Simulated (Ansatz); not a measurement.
# C$_{2}$H$_{9}$N$_{3}$Si (SMILES C=N[SiH2]NCN): what the fields show

The calculation's input:

```
crystal:
  periodic: [false, false, false]
  atoms:
    - { symbol: C, position_ang: [0.596, -1.8988, -1.728] }
    - { symbol: "N", position_ang: [1.3233, -0.9558, -1.2534] }
    - { symbol: Si, position_ang: [1.2598, -0.7653, 0.4514] }
    - { symbol: "N", position_ang: [-0.0874, 0.0554, 0.7601] }
    - { symbol: C, position_ang: [-0.4579, 1.3328, 0.2167] }
    - { symbol: "N", position_ang: [-1.7035, 1.6794, 0.883] }
    - { symbol: H, position_ang: [-0.1031, -2.4986, -1.1468] }
    - { symbol: H, position_ang: [0.5695, -1.9962, -2.8374] }
    - { symbol: H, position_ang: [1.2406, -2.0721, 1.1628] }
    - { symbol: H, position_ang: [2.4159, 0.0724, 0.9541] }
    - { symbol: H, position_ang: [-0.2845, 0.1262, 1.7906] }
    - { symbol: H, position_ang: [0.315, 2.0984, 0.5086] }
    - { symbol: H, position_ang: [-0.6404, 1.3506, -0.869] }
    - { symbol: H, position_ang: [-2.3816, 0.9282, 0.6714] }
    - { symbol: H, position_ang: [-2.0835, 2.4927, 0.4652] }
basis:
  gaussian: { orbitals: "6-31G*" }
hamiltonian:
  xc: r2scan
relax:
  f_tol: 0.015
  max_steps: 40
output:
  orbitals: {}
```

Launched as:

```sh
ansatz run input.yaml --threads 2 --pin off --max-ram 3072MiB --backend cpu --events-out ev --progress --plain --runs-dir out
```

The fields are those of the run's last geometry, not of the input's.

Computed with Ansatz 0.2.0, RKS r2SCAN/6-31G*.

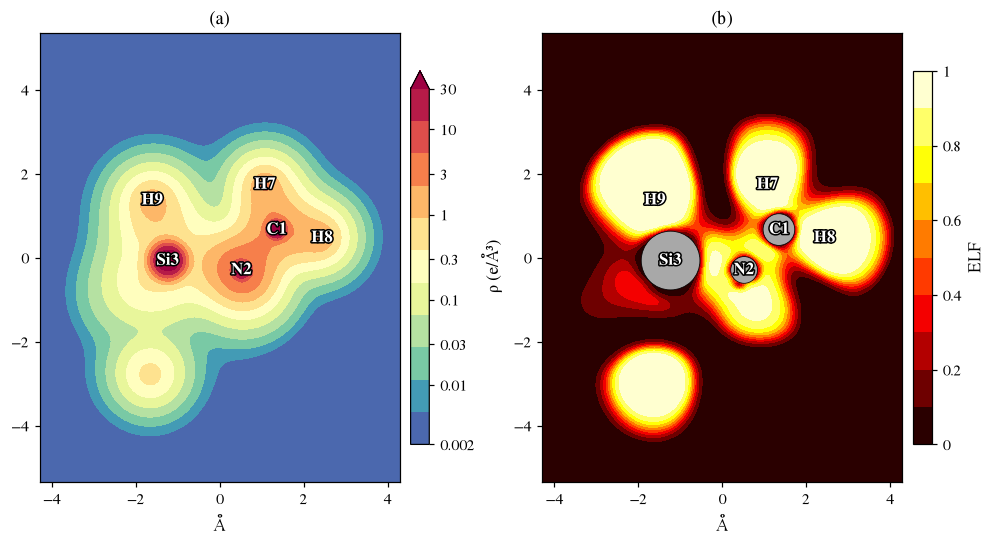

Figure 1. (a) electron density; (b) electron localisation function on the plane of atoms C1, N2 and Si3. Grey discs cover the atomic cores in the ELF map.

**What do the fields say about this system?**

- Atoms in the plane: C, N, Si and H.
- C–N (1.27 Å): ρ at the midpoint is about 2.8 e/Å³; the ELF peaks at about 0.90 between the atoms (a short, multiple covalent bond).
- Si–N (1.77 Å): ρ is about 1 e/Å³ halfway; the ELF peaks at about 0.95 between the atoms: a polar covalent bond.
- C–H (1.11 Å): ρ is about 1.9 e/Å³ halfway; the ELF climbs to about 1 towards the hydrogen, as it does in any bond to H: an ordinary covalent bond to hydrogen.
- Si–H (1.50 Å): ρ is about 0.77 e/Å³ halfway; the ELF climbs to about 1 towards the hydrogen.
- The ELF also peaks beside N2, away from the bonds: lone-pair regions.

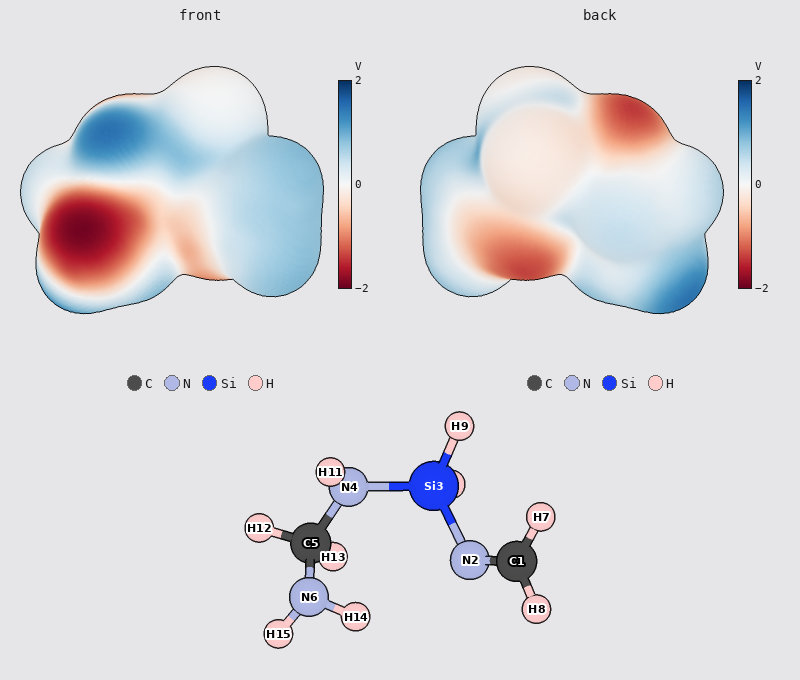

Figure 2. The molecular electrostatic potential painted on the density surface at 0.002 e/bohr³, seen from the front and from behind; red is negative and blue positive. The bare structure is drawn below in the same view.

**Describe the electrostatic potential map.**

The most negative region (about −1.9 V) lies over N6, the most positive (about +1.4 V) over H11 and H15. N6 is the likeliest acceptor of a hydrogen bond.

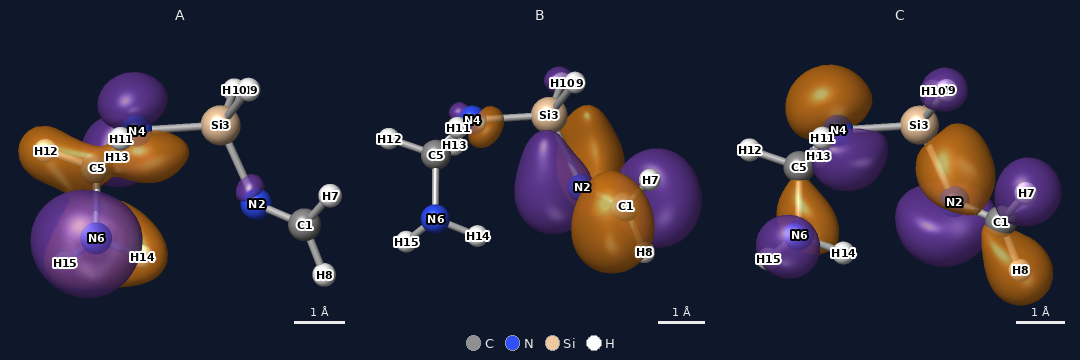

Figure 3. Three frontier orbitals at ±0.1 Å⁻³ᐟ² (orange and purple are the two phases), in no order.

**Which picture is the HOMO−1, the HOMO and the LUMO?**

C is the HOMO−1 (−5.77 eV). It lies mainly on N2 (about 35 %), N4 (about 20 %), N6 (about 10 %), Si3 (about 10 %) and C1 (about 10 %). A is the HOMO (−5.43 eV). Its weight (Hirshfeld) is mainly on N6 (about 60 %), N4 (about 10 %) and C5 (about 10 %). B is the LUMO (−1.54 eV). By Hirshfeld shares it lies mainly on C1 (about 45 %) and N2 (about 35 %); π-antibonding (π*) across C1–N2.

**What is the HOMO–LUMO gap?**

3.89 eV between the orbital energies.
